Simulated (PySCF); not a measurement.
C6H10, SMILES `C1=CCCCC1`.

Method: CAM-B3LYP/def2-SVP; geometry: GFN2-xTB; program: PySCF. No frequency check shows the geometry to be a minimum. Without diffuse functions Rydberg states are missing, so the states' numbers hold for this basis only.

Input script:

```python
import numpy as np
from pyscf import gto, scf, dft, tdscf
from pyscf.scf import atom_ks, atom_hf
from scipy.linalg import block_diag

def solve(mol, dm0=None, hcore=None):
    mf = (dft.UKS if mol.spin else dft.RKS)(mol, xc='camb3lyp')
    mf.grids.level = 3
    mf = mf.density_fit(auxbasis='def2-universal-jkfit')
    mf.conv_tol, mf.max_cycle = 1e-8, 80
    if hcore is not None:
        mf.get_hcore = lambda *args: hcore
    mf.kernel(dm0)
    if not mf.converged:
        mf = mf.newton().run(mf.mo_coeff, mf.mo_occ, max_cycle=30)
    assert mf.converged, 'SCF not converged'
    return mf

mol = gto.M(atom='''
C      0.65900    -1.29109    -0.05266
C     -0.65900    -1.29109     0.05266
C     -1.48377    -0.04227     0.11711
C     -0.68370     1.17568    -0.33742
C      0.68370     1.17568     0.33742
C      1.48377    -0.04227    -0.11711
H      1.20493    -2.22329    -0.10835
H     -1.20493    -2.22329     0.10835
H     -2.37651    -0.16152    -0.50250
H     -1.82634     0.10201     1.14778
H     -1.22767     2.09174    -0.09774
H     -0.54852     1.13709    -1.42054
H      1.22767     2.09174     0.09774
H      0.54852     1.13709     1.42054
H      2.37651    -0.16152     0.50250
H      1.82634     0.10201    -1.14778
''', basis='def2-svp', charge=0, spin=0, verbose=4)
mf = solve(mol)
td = mf.TDDFT()
td.nstates, td.singlet, td.conv_tol = 5, True, 1e-5
td.kernel()
td.analyze()
x, y = np.array([p[0] for p in td.xy]), np.array([p[1] + 0 * p[0] for p in td.xy])
f, mu = td.oscillator_strength(), td.transition_dipole()
nto = [td.get_nto(state=i + 1, verbose=4) for i in range(len(td.e))]
# spherically averaged free atoms, for the promolecule
atm = atom_ks.get_atm_nrks(mol, xc='camb3lyp')
pro = block_diag(*[(atm[a[0]][2] * atm[a[0]][3]) @ atm[a[0]][2].T for a in mol._atom])
np.savez('result.npz', e=td.e, f=f, ok=td.converged, w=[n[0] for n in nto], nto=[n[1] for n in nto], x=x, y=y, c=mf.mo_coeff, occ=mf.mo_occ, eps=mf.mo_energy, pro=pro, mu=mu)
```

Command:

```sh
OMP_NUM_THREADS=1 python input.py
```

The run took 8.8 min on 1 thread of Intel(R) Xeon(R) 6975P-C (Granite Rapids), on a shared host, peak memory 0.9 GiB.

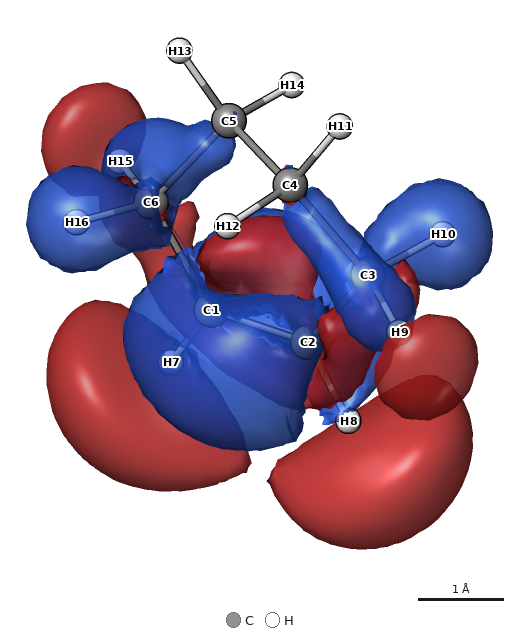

Unrelaxed difference density of S₂ less the ground state (full linear response singlet states), ±0.01 e/Å³; red: gain, blue: loss.

### How does the charge move on excitation?

0.64 e is displaced in all, of which about 0.4 e passes between atoms: C1 and C2 (0.17 e each) lose electrons and H7 and H8 (0.12 e each) and H9 and H15 (0.05 e each) gain them. The state: 7.78 eV (159 nm), f = 0.062, partly diffuse acceptor orbital, which a basis without diffuse functions describes poorly; the leading pair carries 92 %; hole on C1 and C2 (33 % each) and C3 and C6 (6 % each), electron on C1 and C2 (16 % each), H7 and H8 (15 % each) and H9 and H15 (7 % each) (atom shares of so diffuse an orbital are rough); their centroids lie 0.3 Å apart.
